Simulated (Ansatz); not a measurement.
```
atom    x (Å)    y (Å)    z (Å)
  Sn  -0.9760  -1.0505   0.0306
   F   0.6001  -0.9137   1.1488
   H  -0.3917  -1.3848  -1.5277
   H  -1.8235  -2.3516   0.7309
   H  -1.7730   0.4395   0.1980
   H   1.7592   0.8022   0.2806
  Se   1.6439   1.7341  -0.8502
   H   0.9610   2.7247  -0.0110
```

The reactant side of a reaction path; geometry: PBE0-D4/def2-TZVP; core potentials replace the inner electrons of Sn.

Theory: RKS PBE0-D4/def2-TZVPP (Ansatz 0.2.0).

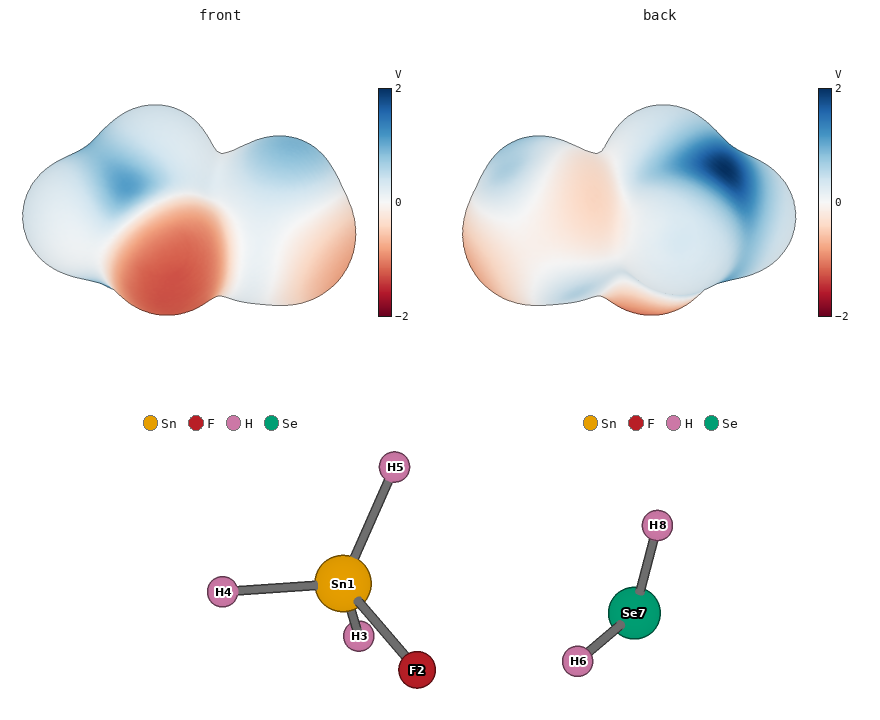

FH3Sn···H2Se. The electrostatic potential painted on the density surface at 0.001 e/bohr³, seen from the front and from behind; red is negative and blue positive. The bare structure is drawn below in the same view.

### Which sites attract a positive test charge, and which a negative one?

A positive charge is drawn to the negative regions and a negative charge to the positive ones. The most negative region (about −1.3 V) lies over F2, the most positive (about +1.9 V) over Sn1.
